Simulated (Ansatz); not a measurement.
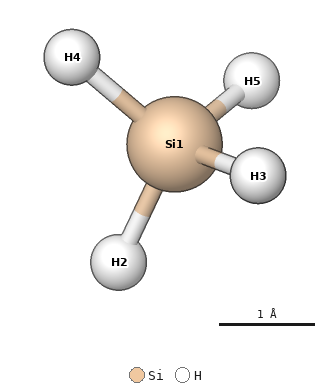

Fig. 1: The input geometry (ball-and-stick view, seen at a tilt; atoms are numbered from 1 in the order of the input). Bond lengths as drawn: H–Si 1.48 to 1.49 Å.

# SiH4: single-point calculation

- system: SiH4
- method: RKS PBE0-D4/def2-SVP (Ansatz 0.2.0)

The geometry is one partner of a complex, in the basis of both. The input adds 5 ghost centres (basis functions without nuclei or electrons, not drawn) at the places of a partner molecule, so the energy is that in the basis of the pair. The geometry comes from this level: PBE0-D4/def2-TZVP.

The program's output:
```
Functional definition: PBE0
  name "PBE0"
  cite "Adamo & Barone, J. Chem. Phys. 110, 6158 (1999) doi:10.1063/1.478522"
  cite "Perdew, Burke & Ernzerhof, Phys. Rev. Lett. 77, 3865 (1996) doi:10.1103/PhysRevLett.77.3865"
  parent pbe
  parameter a = 0.25
  parameter kappa = 0.804
  parameter beta = 0.06672455060314922
  exchange = (1 - a)*pbe_x(kappa = kappa, mu = beta*pi^2/3) + a*exact_x
  correlation = pbe_c(beta = beta)
847 factors; their error is unknown
mean field evaluation 1: about -7936.0806 eV, gradient 6.0e0 eV
mean field evaluation 2: about -7936.2167 eV, gradient 2.0e0 eV
mean field evaluation 4: about -7936.2313 eV, gradient 2.0e-2 eV
mean field evaluation 8: about -7936.2792 eV, gradient 2.3e-4 eV
mean field -7936.27922060 eV, -291.6528819539 hartree, gradient 3.4e-5 eV, S^2 0.000000; 0 other end points of the search recorded, 0 dependent functions left out
reference -7936.27924394 eV, -291.6528828115 hartree; 9, 9 occupied and 80, 80 virtual orbitals, 847 factors
Total energy: -7936.31382552 eV, -291.6541536612 hartree
```

The run was set up as follows.

The input:
```yaml
crystal:
  periodic: [false, false, false]
  atoms:
    - {symbol: Si, position_ang: [-0.131482, 0.057706, -1.975815]}
    - {symbol: H, position_ang: [-1.549126, 0.191744, -1.559057]}
    - {symbol: H, position_ang: [0.093576, 0.797479, -3.242258]}
    - {symbol: H, position_ang: [0.205523, -1.375168, -2.160966]}
    - {symbol: H, position_ang: [0.744380, 0.632966, -0.919476]}
basis:
  gaussian:
    orbitals: def2-SVP
    ghost_atoms:
      - {symbol: Si, position_ang: [0.150028, -0.028461, 1.845508]}
      - {symbol: Cl, position_ang: [-0.183666, -0.505880, 3.816692]}
      - {symbol: H, position_ang: [1.603485, 0.172795, 1.653045]}
      - {symbol: H, position_ang: [-0.598250, 1.209453, 1.531603]}
      - {symbol: H, position_ang: [-0.334368, -1.152636, 1.010823]}
hamiltonian: {xc: pbe0, dispersion: d4}
```

Run as:
```bash
ansatz run in.yaml --threads 4 --pin off --events-out ev --progress --plain --max-ram 9574MiB
```

Results in brief:

- outcome: converged
- total energy: −7936.3138 eV
- mean-field energy: −7936.2792 eV
- dispersion energy: −0.0346 eV
- SCF solution under orbital rotations: stable
- hardware: 4 threads of Intel Xeon, 31 GiB of memory available, shared host
- peak memory: 0.55 GiB
